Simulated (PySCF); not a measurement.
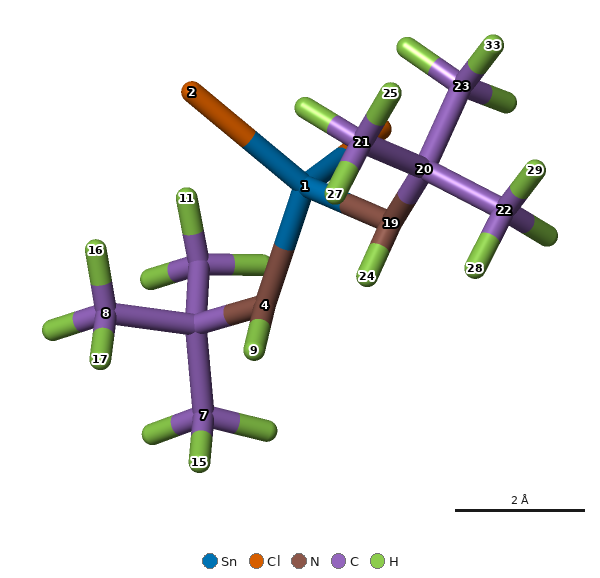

*The structure as given in the input (stick view, seen at a tilt; atoms are numbered from 1 in the order of the input). Sticks mark near contacts.*

Bond lengths as drawn: Cl–Sn 2.24 to 2.35 Å, C–C 1.49 to 1.63 Å, C–H 1.04 to 1.15 Å, C–N 1.40 Å, H–N 1.02 to 1.13 Å and N–Sn 2.08 to 2.13 Å.

Geometry relaxation, with input and output: C$_{8}$H$_{20}$Cl$_{2}$N$_{2}$Sn (part 1 of 2)

C$_{8}$H$_{20}$Cl$_{2}$N$_{2}$Sn (SnCl2(NHtBu)2), SMILES CC(C)(C)[NH][Sn]([Cl])([Cl])[NH]C(C)(C)C, computed with PBE0-D3(BJ)/def2-SVP geometry optimisation, gas phase (PySCF 2.14.0).

It belongs to a series of runs on one base structure; here: two ligands: Me to NHtBu.

Input file:
```
{"job": {"xc": "PBE0", "basis": "def2-SVP", "d3": "d3bj", "grid": 1, "maxiter": 40, "shake": 0.03, "kind": "geom"}, "charge": 0, "multiplicity": 1}
Sn     0.835190    -0.076820     0.052840
Cl     1.836140    -0.011340     2.175650
Cl     2.424920    -0.002810    -1.518880
N     -0.329200     1.640650    -0.441120
C     -0.156070     2.993790    -0.109750
C      1.261250     3.384430    -0.502590
C     -1.113730     3.851570    -0.890940
C     -0.299070     3.306460     1.398590
H     -1.375410     1.432980    -0.053810
H      1.438310     4.428430    -0.349890
H      1.966060     2.825160     0.147190
H      1.449050     3.094400    -1.512940
H     -1.112530     3.670180    -1.978210
H     -1.005530     4.922800    -0.702170
H     -2.179200     3.601020    -0.598130
H      0.348400     2.733710     2.021270
H     -1.355330     3.075470     1.711760
H     -0.193220     4.356770     1.649680
N     -0.435280    -1.656610    -0.421660
C     -0.215530    -2.993050    -0.069680
C     -0.372430    -3.296690     1.378950
C     -1.119050    -3.916330    -0.919890
C      1.297950    -3.329990    -0.581730
H     -1.382140    -1.409780    -0.118180
H     -0.092870    -4.384620     1.629050
H      0.346290    -2.660900     1.988710
H     -1.347070    -3.104390     1.774260
H     -2.140070    -3.611170    -0.554860
H     -0.941420    -4.931920    -0.754700
H     -1.061290    -3.591040    -1.994010
H      1.983020    -2.843510     0.105060
H      1.443710    -3.113700    -1.605040
H      1.451860    -4.394950    -0.390540
```

The first line tells a small driver script what to run in PySCF; the rest is the geometry in Å.

Run as:
```bash
OMP_NUM_THREADS=2 python <driver script> task.json out
```

The program's output:
```
step   0  E = -1559.78622281  max force = 0.076872
step   1  E = -1559.82842246  max force = 0.030630
step   2  E = -1559.83837048  max force = 0.016759
step   3  E = -1559.83979244  max force = 0.004859
step   4  E = -1559.84021515  max force = 0.002981
step   5  E = -1559.84041039  max force = 0.001445
step   6  E = -1559.84049165  max force = 0.000677
step   7  E = -1559.84051975  max force = 0.000494
step   8  E = -1559.84052043  max force = 0.000277
optimisation converged
```

Trajectory as extended XYZ (Å, eV, eV/Å), 9 frames, from step=0 to step=8:
```
33
Properties=species:S:1:pos:R:3:forces:R:3 step=0 energy=-42443.94502
Sn    0.8352   -0.0768    0.0528   -2.6453   0.8586   0.1869
Cl    1.8361   -0.0113    2.1757    0.1127  -0.0850   0.2011
Cl    2.4249   -0.0028   -1.5189    1.4257  -0.1007  -1.1003
N    -0.3292    1.6406   -0.4411   -3.8412  -3.2802   1.2488
C    -0.1561    2.9938   -0.1098    2.0718   1.9300   1.1287
C     1.2612    3.3844   -0.5026    0.1644  -1.0055   1.0923
C    -1.1137    3.8516   -0.8909   -2.2427  -0.3185  -0.2856
C    -0.2991    3.3065    1.3986   -2.3057  -0.0091  -0.6042
H    -1.3754    1.4330   -0.0538    2.9468   0.0671  -1.3032
H     1.4383    4.4284   -0.3499    0.2193   1.0334   0.0315
H     1.9661    2.8252    0.1472    0.0185   0.1762  -0.1880
H     1.4490    3.0944   -1.5129    0.2888  -0.1382  -1.1507
H    -1.1125    3.6702   -1.9782    0.4516  -0.0359   0.0712
H    -1.0055    4.9228   -0.7022    0.2558   0.1859   0.0814
H    -2.1792    3.6010   -0.5981    0.7307   0.1932  -0.0657
H     0.3484    2.7337    2.0213    0.9154  -0.7578   0.5489
H    -1.3553    3.0755    1.7118    0.5744  -0.0626  -0.1228
H    -0.1932    4.3568    1.6497    0.3326   0.5862  -0.1017
N    -0.4353   -1.6566   -0.4217   -0.7803   2.3829   0.0636
C    -0.2155   -2.9931   -0.0697    3.2085  -2.4846  -2.1471
C    -0.3724   -3.2967    1.3789    2.5588  -1.1536   1.6680
C    -1.1191   -3.9163   -0.9199   -1.4832   3.9529  -0.1595
C     1.2979   -3.3300   -0.5817   -2.3178  -0.7435   2.9352
H    -1.3821   -1.4098   -0.1182    0.0191   0.3500  -0.1556
H    -0.0929   -4.3846    1.6291   -0.4750   1.2920  -0.3533
H     0.3463   -2.6609    1.9887   -0.6191  -0.5254  -0.5206
H    -1.3471   -3.1044    1.7743   -1.2124   0.1903   0.1934
H    -2.1401   -3.6112   -0.5549    0.2443  -0.7697  -0.5349
H    -0.9414   -4.9319   -0.7547    0.3388  -2.0287   0.2312
H    -1.0613   -3.5910   -1.9940    0.0709  -0.5474   0.7085
H     1.9830   -2.8435    0.1051    0.6356   0.5765  -0.0095
H     1.4437   -3.1137   -1.6050    0.1978   0.5872  -1.3959
H     1.4519   -4.3949   -0.3905    0.1403  -0.3162  -0.1922
33
Properties=species:S:1:pos:R:3:forces:R:3 step=1 energy=-42445.09333
Sn    0.7195   -0.0415   -0.0153   -0.6239   0.4759  -0.3902
Cl    1.6873    0.0181    2.1351    0.0912  -0.0899   0.0687
Cl    2.4159   -0.0011   -1.5811    0.4430  -0.0820  -0.1775
N    -0.4165    1.5956   -0.4954   -1.5488  -0.9489   0.6770
C    -0.1600    2.9608   -0.1066    1.4515   1.0669   0.3713
C     1.2832    3.3164   -0.5123   -0.1675  -0.5291   0.2455
C    -1.1159    3.8804   -0.8500   -1.0725  -0.2427  -0.1381
C    -0.2873    3.2100    1.4070   -0.9713  -0.1034  -0.0626
H    -1.3843    1.3707   -0.1572    0.8556   0.0987  -0.5226
H     1.5053    4.3706   -0.3243    0.0027   0.1805  -0.0425
H     1.9922    2.7202    0.0901    0.0309   0.0689  -0.0467
H     1.4550    3.0654   -1.5635    0.0533   0.0914  -0.1990
H    -1.0953    3.7215   -1.9390    0.3001   0.0351   0.0189
H    -0.9483    4.9418   -0.6221    0.1791   0.0104  -0.0089
H    -2.1680    3.6644   -0.5575    0.2575   0.0389   0.0450
H     0.3755    2.5636    1.9901    0.2042  -0.0695   0.0448
H    -1.3299    3.0007    1.7286    0.1990  -0.0927  -0.0268
H    -0.1182    4.2598    1.6834    0.2378   0.0637  -0.0922
N    -0.4930   -1.6074   -0.4732   -0.5114   0.6548   0.3657
C    -0.2009   -2.9616   -0.0759    1.5751  -1.3071  -1.2027
C    -0.3454   -3.2385    1.4038    0.5708  -0.0487   0.7705
C    -1.0971   -3.9119   -0.9030   -0.6954   1.4164   0.3505
C     1.2817   -3.2596   -0.5159   -1.1323  -0.2922   1.2187
H    -1.4467   -1.3578   -0.1930    0.0587  -0.0142  -0.1185
H    -0.0547   -4.2778    1.6694   -0.2147   0.2457  -0.1896
H     0.3315   -2.5822    1.9914   -0.1819  -0.0844  -0.1736
H    -1.3618   -3.0602    1.7745   -0.2365  -0.0082  -0.0521
H    -2.1467   -3.6993   -0.6086    0.1024  -0.3231  -0.0763
H    -0.8733   -4.9585   -0.7096    0.0933  -0.3418  -0.0549
H    -1.0322   -3.6382   -1.9686    0.1962  -0.2948   0.0515
H     1.9692   -2.7138    0.1479    0.2169   0.2737  -0.2650
H     1.4252   -3.0423   -1.5731    0.1897   0.1994  -0.1991
H     1.4899   -4.3203   -0.3120    0.0473  -0.0477  -0.1892
33
Properties=species:S:1:pos:R:3:forces:R:3 step=2 energy=-42445.36403
Sn    0.6273   -0.0140   -0.1282   -0.1322   0.0364  -0.3970
Cl    1.7007   -0.0204    1.9827    0.0783  -0.0135   0.0362
Cl    2.3352    0.0000   -1.7272    0.0355  -0.0253   0.0905
N    -0.5180    1.6129   -0.5014    0.6998   0.0363   0.0328
C    -0.1577    2.9689   -0.0804    0.3299   0.1962  -0.0229
C     1.2919    3.2509   -0.4989   -0.1679  -0.1167  -0.0020
C    -1.0969    3.9253   -0.8133   -0.0540  -0.0121  -0.1087
C    -0.2987    3.1728    1.4314   -0.0514  -0.0249   0.0228
H    -1.4524    1.4051   -0.2037   -0.8618  -0.1355   0.1645
H     1.5549    4.3007   -0.2993   -0.0038  -0.0407  -0.0271
H     1.9966    2.6231    0.0723    0.0079   0.0136   0.0197
H     1.4412    3.0329   -1.5684   -0.0241   0.0664   0.0590
H    -1.0238    3.7735   -1.9002    0.0439   0.0486   0.0017
H    -0.8540    4.9709   -0.5728    0.0003   0.0253  -0.0328
H    -2.1457    3.7520   -0.5240   -0.0107  -0.0248   0.0391
H     0.3588    2.4828    1.9843   -0.0047   0.0669  -0.0072
H    -1.3361    2.9910    1.7580   -0.0030  -0.0335  -0.0261
H    -0.0470    4.2075    1.7142    0.0461  -0.0431   0.0237
N    -0.5490   -1.6199   -0.5099    0.0195   0.2169   0.2601
C    -0.1748   -2.9712   -0.0869   -0.0504  -0.1991  -0.0924
C    -0.3558   -3.1908    1.4134   -0.2251   0.1819   0.0955
C    -1.0671   -3.9362   -0.8755   -0.0654   0.1183   0.1093
C     1.2813   -3.2173   -0.4557    0.1079  -0.0644   0.1003
H    -1.5094   -1.4095   -0.2316    0.0226  -0.0463  -0.0521
H    -0.0732   -4.2084    1.7025    0.0054  -0.2160   0.0446
H     0.2702   -2.4972    1.9916    0.0488   0.0715   0.0081
H    -1.4059   -3.0293    1.7159    0.0644  -0.0324  -0.0401
H    -2.1290   -3.7864   -0.6218   -0.0005  -0.0093   0.0669
H    -0.8087   -4.9825   -0.6516   -0.0141   0.0069  -0.0765
H    -0.9635   -3.7362   -1.9491    0.0858  -0.1124  -0.1009
H     1.9573   -2.5988    0.1627   -0.0154   0.0434  -0.1260
H     1.4531   -3.0013   -1.5195    0.0977   0.0028   0.0199
H     1.5540   -4.2628   -0.2454   -0.0093   0.0185  -0.0829
33
Properties=species:S:1:pos:R:3:forces:R:3 step=3 energy=-42445.40272
Sn    0.5858   -0.0043   -0.1527    0.0078  -0.0002  -0.2475
Cl    1.7351   -0.0255    1.9258    0.0365   0.0007  -0.0053
Cl    2.2809   -0.0037   -1.7711   -0.0257   0.0049   0.0985
N    -0.5609    1.6261   -0.4751   -0.1884  -0.0634   0.2498
C    -0.1583    2.9815   -0.0696   -0.0709   0.0208  -0.0647
C     1.2916    3.2166   -0.4904   -0.0438  -0.0261  -0.0417
C    -1.0761    3.9494   -0.8229    0.1192   0.0018  -0.0182
C    -0.3035    3.1972    1.4396    0.0816  -0.0103   0.0036
H    -1.5247    1.4302   -0.1810    0.2326   0.1107  -0.0999
H     1.5812    4.2621   -0.3045   -0.0054  -0.0426  -0.0027
H     1.9845    2.5798    0.0849    0.0032   0.0055   0.0139
H     1.4315    2.9931   -1.5595   -0.0091   0.0304   0.0485
H    -0.9875    3.7853   -1.9065   -0.0143   0.0153  -0.0033
H    -0.8097    4.9935   -0.5975   -0.0246   0.0059  -0.0050
H    -2.1278    3.7991   -0.5348   -0.0331  -0.0136   0.0031
H     0.3406    2.4981    1.9974   -0.0258   0.0346  -0.0195
H    -1.3445    3.0358    1.7608   -0.0249  -0.0029  -0.0050
H    -0.0198    4.2245    1.7193   -0.0143  -0.0237   0.0205
N    -0.5698   -1.6252   -0.4894    0.0883  -0.0071   0.1927
C    -0.1678   -2.9812   -0.0821   -0.1649  -0.0110   0.0249
C    -0.3654   -3.2079    1.4212   -0.1013   0.0349  -0.0448
C    -1.0535   -3.9477   -0.8735    0.0905  -0.0944  -0.0169
C     1.2958   -3.2017   -0.4485    0.0864   0.0520  -0.0475
H    -1.5321   -1.4346   -0.2082   -0.0013  -0.0427  -0.0338
H    -0.0847   -4.2317    1.7091    0.0054  -0.0380   0.0156
H     0.2461   -2.5068    2.0072    0.0347   0.0277   0.0111
H    -1.4230   -3.0585    1.7012    0.0611  -0.0086  -0.0174
H    -2.1170   -3.8144   -0.6210   -0.0106   0.0373   0.0369
H    -0.7868   -4.9954   -0.6558   -0.0212   0.0592  -0.0203
H    -0.9380   -3.7651   -1.9507    0.0198  -0.0264  -0.0372
H     1.9642   -2.5653    0.1586   -0.0451  -0.0082  -0.0197
H     1.4767   -2.9721   -1.5100   -0.0093  -0.0292   0.0424
H     1.5926   -4.2431   -0.2555   -0.0330   0.0068  -0.0111
33
Properties=species:S:1:pos:R:3:forces:R:3 step=4 energy=-42445.41422
Sn    0.5748   -0.0005   -0.1648   -0.0235  -0.0109  -0.1330
Cl    1.7797   -0.0245    1.8851    0.0037   0.0036  -0.0163
Cl    2.2525   -0.0011   -1.7963   -0.0091   0.0072   0.0512
N    -0.5742    1.6348   -0.4538    0.0112  -0.0086   0.1533
C    -0.1607    2.9921   -0.0632   -0.0836  -0.0278  -0.0802
C     1.2910    3.2050   -0.4773    0.0320   0.0120  -0.0167
C    -1.0627    3.9609   -0.8357    0.0688  -0.0117   0.0236
C    -0.3137    3.2206    1.4431    0.0374  -0.0069  -0.0019
H    -1.5358    1.4527   -0.1632    0.0342   0.0211  -0.0319
H     1.5914    4.2479   -0.2989    0.0047  -0.0097   0.0063
H     1.9744    2.5672    0.1083   -0.0017  -0.0003   0.0039
H     1.4341    2.9750   -1.5431   -0.0004   0.0073   0.0081
H    -0.9653    3.7883   -1.9171   -0.0128  -0.0036  -0.0021
H    -0.7946    5.0065   -0.6190   -0.0127  -0.0067   0.0120
H    -2.1184    3.8183   -0.5551   -0.0147  -0.0003  -0.0164
H     0.3202    2.5205    2.0095   -0.0102  -0.0013  -0.0144
H    -1.3592    3.0678    1.7550   -0.0107   0.0066   0.0080
H    -0.0232    4.2455    1.7229   -0.0201  -0.0008   0.0014
N    -0.5759   -1.6307   -0.4686    0.0505  -0.0403   0.1391
C    -0.1689   -2.9910   -0.0778   -0.0736   0.0520   0.0024
C    -0.3663   -3.2269    1.4244   -0.0013  -0.0196  -0.0504
C    -1.0474   -3.9564   -0.8775    0.0438  -0.0657  -0.0337
C     1.2951   -3.2002   -0.4492    0.0586   0.0471  -0.0479
H    -1.5387   -1.4505   -0.1852   -0.0113  -0.0020  -0.0308
H    -0.0855   -4.2541    1.7083   -0.0008   0.0301  -0.0013
H     0.2459   -2.5257    2.0122    0.0034  -0.0069  -0.0047
H    -1.4231   -3.0809    1.7027    0.0132   0.0057   0.0041
H    -2.1110   -3.8239   -0.6227   -0.0090   0.0176  -0.0082
H    -0.7806   -5.0043   -0.6643   -0.0111   0.0398   0.0160
H    -0.9269   -3.7774   -1.9560   -0.0049   0.0129   0.0115
H     1.9595   -2.5609    0.1570   -0.0142  -0.0148   0.0177
H     1.4742   -2.9641   -1.5091   -0.0303  -0.0233   0.0189
H     1.5951   -4.2420   -0.2664   -0.0057  -0.0017   0.0125
```
